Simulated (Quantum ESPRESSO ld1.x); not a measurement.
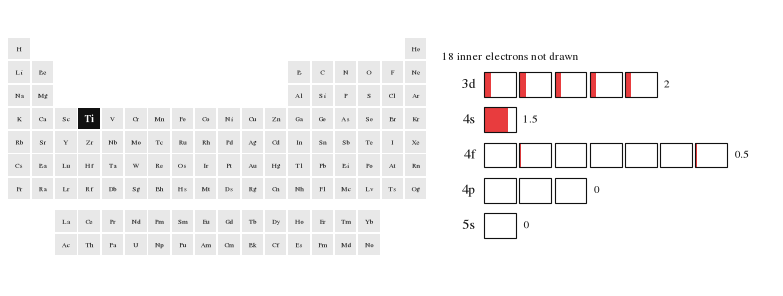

Fig. 1: Left, the place of titanium in the periodic table; right, the outer shells as the input fills them: a box for each of the 2l + 1 orbitals, shaded by the share of the shell that is filled, with the electron count at the right.

## Atomic calculation, with input and output: Ti

Ti, configuration [Ar] 3d2 4s1.5 4f0.5 4p0 5s0. Level asked for: Dirac Kohn-Sham, HCTH/120, spin-unpolarised, spherical densities, point nucleus (Quantum ESPRESSO ld1.x).

### Input
```
 &input
    atom='Ti',
    iswitch=1,
    rel=2,
    dft='HCTH',
    config='[Ar] 3d2 4s1.5 4f0.5 4p0 5s0',
    rel_dist='energy',
    verbosity='high',
    lsmall=.true.,
    prefix='ld1',
    max_out_wfc=37,
    file_charge='ld1.rho',
 /
```

Hardware: 1 CPU thread, shared host.

### Log
```
     Program LD1 v.7.5 starts

     Message from routine scf:
     warning: convergence not achieved
     --------------------------- All-electron run ----------------------------

     dirac relativistic calculation

     atomic number is 22.00
     dft =HCTH   lsd =0 sic =0 latt =0  beta=0.20 tr2=1.0E-14
     Exchange-correlation= HCTH
                           (   0   0   5   5   0   0   0)
     mesh =1963 r(mesh) =  99.97874 a.u. xmin = -8.00 dx = 0.00800
     1 Ry =  13.60569312 eV, c = 137.03599908

     n l j   nl                  e(Ry)          e(Ha)          e(eV)
     Spin orbit split results
     1 0 0.5 1S 1( 2.00)    -357.850354387    -178.925177194  -4868.8021058
     2 0 0.5 2S 1( 2.00)     -39.807620442     -19.903810221   -541.6102677
     2 1 0.5 2P 1( 2.00)     -33.312398177     -16.656199089   -453.2382668
     2 1 1.5 2P 1( 4.00)     -32.887344305     -16.443672152   -447.4551142
     3 0 0.5 3S 1( 2.00)      -4.852922656      -2.426461328    -66.0273764
     3 1 0.5 3P 1( 2.00)      -3.134078591      -1.567039296    -42.6413115
     3 1 1.5 3P 1( 4.00)      -3.085824205      -1.542912103    -41.9847772
     3 2 1.5 3D 1( 2.00)      -0.535747580      -0.267873790     -7.2892172
     3 2 2.5 3D 1( 0.00)      -0.532175730      -0.266087865     -7.2406197
     4 0 0.5 4S 1( 1.50)      -0.493901000      -0.246950500     -6.7198654
     4 3 2.5 4F 1( 0.50)      -0.019243001      -0.009621500     -0.2618144
     4 3 3.5 4F 1( 0.00)      -0.019242983      -0.009621491     -0.2618141
     4 1 0.5 4P 1( 0.00)      -0.251137010      -0.125568505     -3.4168931
     4 1 1.5 4P 1( 0.00)      -0.248608428      -0.124304214     -3.3824900
     5 0 0.5 5S 1( 0.00)      -0.084894581      -0.042447291     -1.1550496
     Averaged results
     1 0     1S 1( 2.00)    -357.850354387    -178.925177194  -4868.8021058
     2 0     2S 1( 2.00)     -39.807620442     -19.903810221   -541.6102677
     2 1     2P 1( 6.00)     -33.029028929     -16.514514465   -449.3828318
     3 0     3S 1( 2.00)      -4.852922656      -2.426461328    -66.0273764
     3 1     3P 1( 6.00)      -3.101909001      -1.550954500    -42.2036220
     3 2     3D 1( 2.00)      -0.533604470      -0.266802235     -7.2600587
     4 0     4S 1( 1.50)      -0.493901000      -0.246950500     -6.7198654
     4 3     4F 1( 0.50)      -0.019242990      -0.009621495     -0.2618142
     4 1     4P 1( 0.00)      -0.249451289      -0.124725644     -3.3939577
     5 0     5S 1( 0.00)      -0.084894581      -0.042447291     -1.1550496

     final scf error:  2.8E-09 reached in 201 iterations

     Etot =   -1707.916695 Ry,    -853.958347 Ha,  -23237.390428 eV

     Ekin =    1724.248296 Ry,     862.124148 Ha,   23459.593179 eV
     Encl =   -4058.371486 Ry,   -2029.185743 Ha,  -55216.957013 eV
     Eh   =     711.038955 Ry,     355.519477 Ha,    9674.177818 eV
     Exc  =     -84.832460 Ry,     -42.416230 Ha,   -1154.204412 eV

     normalization and overlap integrals

     s(1S/1S) =  1.000000  <r> =   0.0696  <r2> =    0.0065  r(max) =   0.0455
     LC norm =  0.99379981 + SC norm =  0.00620019 =  1.00000000
     s(1S/2S) =  0.000000
     s(1S/3S) = -0.000000
     s(1S/4S) =  0.000000
     s(1S/5S) =  0.000000
     s(2S/2S) =  1.000000  <r> =   0.3243  <r2> =    0.1244  r(max) =   0.2685
     LC norm =  0.99891680 + SC norm =  0.00108320 =  1.00000000
     s(2S/3S) =  0.000000
     s(2S/4S) = -0.000000
     s(2S/5S) =  0.000000
     s(2P/2P) =  1.000000  <r> =   0.2875  <r2> =    0.1021  r(max) =   0.2180
     LC norm =  0.99893840 + SC norm =  0.00106160 =  1.00000000
     s(2P/3P) =  0.000000
     s(2P/4P) = -0.000000
     s(2P/2P) =  1.000000  <r> =   0.2902  <r2> =    0.1038  r(max) =   0.2198
     LC norm =  0.99894945 + SC norm =  0.00105055 =  1.00000000
     s(2P/3P) =  0.000000
     s(2P/4P) = -0.000000
     s(3S/3S) =  1.000000  <r> =   1.0050  <r2> =    1.1647  r(max) =   0.8702
     LC norm =  0.99977822 + SC norm =  0.00022178 =  1.00000000
     s(3S/4S) =  0.000000
     s(3S/5S) = -0.000000
     s(3P/3P) =  1.000000  <r> =   1.0768  <r2> =    1.3656  r(max) =   0.8985
     LC norm =  0.99980935 + SC norm =  0.00019065 =  1.00000000
     s(3P/4P) =  0.000000
     s(3P/3P) =  1.000000  <r> =   1.0848  <r2> =    1.3859  r(max) =   0.9057
     LC norm =  0.99981156 + SC norm =  0.00018844 =  1.00000000
     s(3P/4P) =  0.000000
     s(3D/3D) =  1.000000  <r> =   1.5408  <r2> =    3.1703  r(max) =   0.9733
     LC norm =  0.99989738 + SC norm =  0.00010262 =  1.00000000
     s(3D/3D) =  1.000000  <r> =   1.5460  <r2> =    3.1927  r(max) =   0.9733
     LC norm =  0.99989790 + SC norm =  0.00010210 =  1.00000000
     s(4S/4S) =  1.000000  <r> =   3.3619  <r2> =   12.9469  r(max) =   2.8433
     LC norm =  0.99997551 + SC norm =  0.00002449 =  1.00000000
     s(4S/5S) =  0.000002
     s(4F/4F) =  1.000000  <r> =  24.7022  <r2> =  672.9573  r(max) =  21.3480
     LC norm =  0.99999955 + SC norm =  0.00000045 =  1.00000000
     s(4F/4F) =  1.000000  <r> =  24.7023  <r2> =  672.9583  r(max) =  21.3480
     LC norm =  0.99999955 + SC norm =  0.00000045 =  1.00000000
     s(4P/4P) =  1.000000  <r> =   4.3324  <r2> =   21.7006  r(max) =   3.5571
     LC norm =  0.99998513 + SC norm =  0.00001487 =  1.00000000
     s(4P/4P) =  1.000000  <r> =   4.3586  <r2> =   21.9596  r(max) =   3.5857
     LC norm =  0.99998529 + SC norm =  0.00001471 =  1.00000000
     s(5S/5S) =  1.000000  <r> =  10.9589  <r2> =  138.0904  r(max) =  10.0639
     LC norm =  0.99999670 + SC norm =  0.00000330 =  1.00000000

     LC charge = 21.97728702 + SC charge =  0.02271298 = 22.00000000

     ------------------------ End of All-electron run ------------------------
```

### Outcome

| quantity | value |
| --- | --- |
| outcome | not converged |
| total energy | −853.958347 hartree |
| kinetic energy | 862.124148 hartree |
| electron–nucleus energy | −2029.1857 hartree |
| Hartree energy | 355.519477 hartree |
| exchange–correlation energy | −42.416230 hartree |
| SCF iterations | 201 |
| wall time | 2.1 s |

### Diagnosis

The run did not meet its convergence test in 201 iterations, so its last values are not results.
